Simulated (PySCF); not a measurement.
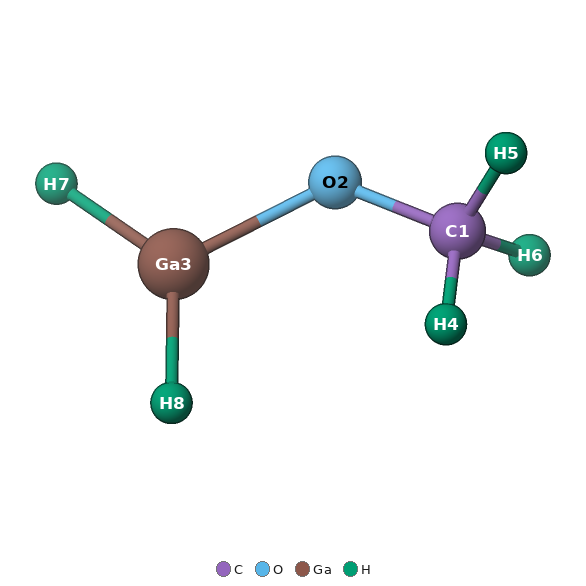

The geometry was computed by an optimisation with PBE0-D3(BJ)/def2-SVP. No frequency run is at hand to confirm it as a minimum. Properties computed with delta-SCF UKS SCAN, pcX-2 on the ionised atom, pcseg-1 elsewhere, spin-free X2C (PySCF 2.14.0).

Give the core-electron binding energies (to vacuum) of C1 1s, O2 1s.

```csv
atom,level,binding energy (eV)
C1,1s,292.1
O2,1s,537.3
```
